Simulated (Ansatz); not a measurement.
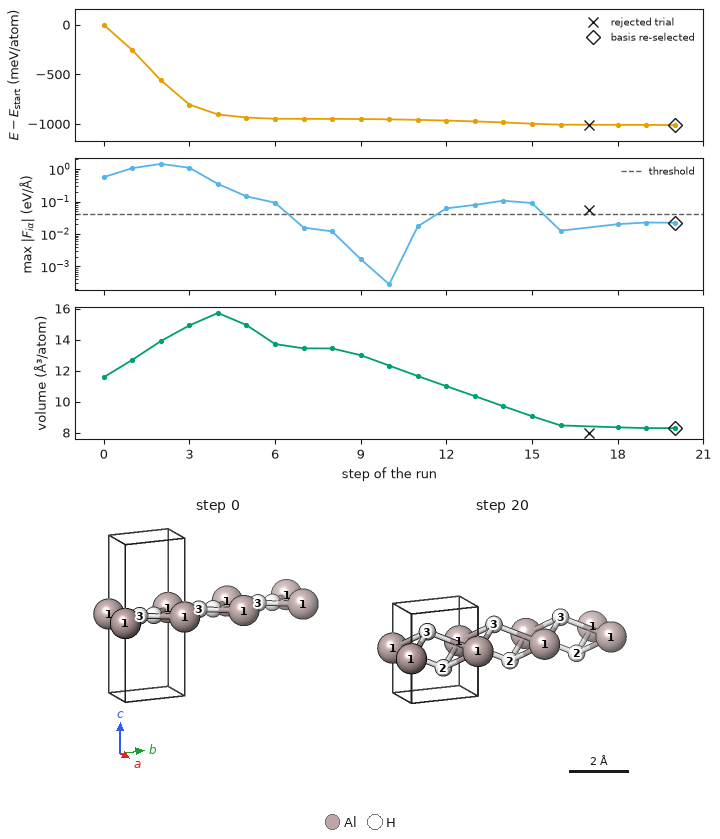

First and last geometry of a relaxation of a crystal of AlH2 (a generated structure, set up in P-3m1) (coarse preliminary run), with the history of the run. Style: ball-and-stick. Shown: the cell of the calculation, repeated 1 × 3 × 1 with one cell outlined, slightly off an axis.

These are results of DFT PBE, scalar-relativistic, plane waves, PAW (Ansatz), not measurements. Set-up: plane-wave cutoff 420 eV; k-point mesh 6 × 6 × 4; occupations gaussian; smearing width 0.1 eV; no spin polarisation; cell and atoms relaxed; force threshold 0.04 eV/Å; at most 70 steps.

Q: What do the curves and the structures tell?

A: It converged. The largest moves relative to the cell, 0.68 Å, are those of H2 and H3. H2 goes along −c. Al stays in place. The volume changes by −28.3 %, with a = b 2.720 → 3.057 Å (+12.4 %), c 5.420 → 3.075 Å (−43.3 %). Among the contacts that change: Al1–H2 1.573 → 1.908 Å. Bond angles that change, for instance: H2–Al1–H3 60.3° → 73.5°, Al1–H3–Al1 119.7° → 106.5°, H2–Al1–H2 119.7° → 106.5°. The space group stays P-3m1 (No. 164). After 18 accepted moves (20 points after the start) the energy has fallen by 1011 meV per atom. Largest force component: 0.57 eV/Å at the start, 0.022 eV/Å at the end. The pressure goes from 27.95 to 0.17 GPa. The line search rejected the trial step at point 17 of the run. The SCF was repeated once at an unchanged geometry on a basis and grid sized afresh for the cell, which shifted the energy by 3.1 meV per atom at most.

```csv
step,"E − E(0), meV/atom","largest force component, eV/Å","pressure, GPa","volume, Å³/atom",note
0,0.00,0.5672,27.95,11.576,
1,-254.73,1.0700,16.36,12.697,
2,-558.72,1.4504,10.64,13.908,
3,-804.07,1.1041,4.36,14.918,
4,-903.57,0.3503,-1.27,15.719,
5,-934.42,0.1449,-1.27,14.944,
6,-946.63,0.0923,-0.66,13.720,
7,-947.73,0.0158,0.15,13.440,
8,-947.90,0.0121,0.04,13.434,
9,-949.58,0.0017,-0.42,13.000,
10,-952.61,0.0003,-0.43,12.329,
11,-957.81,0.0172,-0.42,11.651,
12,-964.86,0.0618,-0.37,11.000,
13,-973.48,0.0790,-0.36,10.358,
14,-983.57,0.1066,-0.30,9.706,
15,-996.63,0.0901,0.07,9.065,
16,-1006.38,0.0127,0.30,8.469,
17,-1006.44,0.0549,1.65,7.952,rejected
18,-1008.17,0.0201,-0.59,8.348,
19,-1008.33,0.0227,-0.02,8.295,
20,-1011.38,0.0222,0.17,8.295,"same geometry, new basis"
```

Limits of the set-up: the k-point mesh is coarse for a cell with partly filled bands.
